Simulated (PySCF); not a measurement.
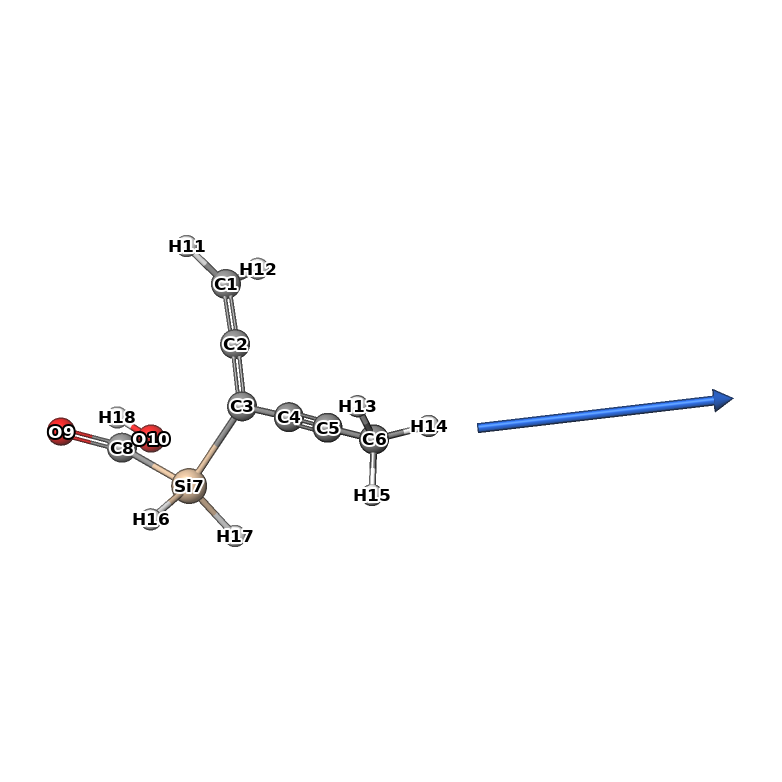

The arrow beside the molecule shows the direction of the dipole moment, from the negative to the positive end (its length means nothing). The computed structure is the end point of a GFN2-xTB optimisation. No frequency run is at hand to confirm it as a minimum. Method: PBE0/pcSseg-1, gas phase (PySCF 2.14.0).

Q: How large is the dipole moment?

A: 1.93 D; it points from the side of O9 to the side of H14 (the outermost atoms at the two ends).

The geometry is semi-empirical. Around Si such bond lengths and angles can be off by a tenth of an ångström or more and by several degrees, and values that hang on the shape move with them.
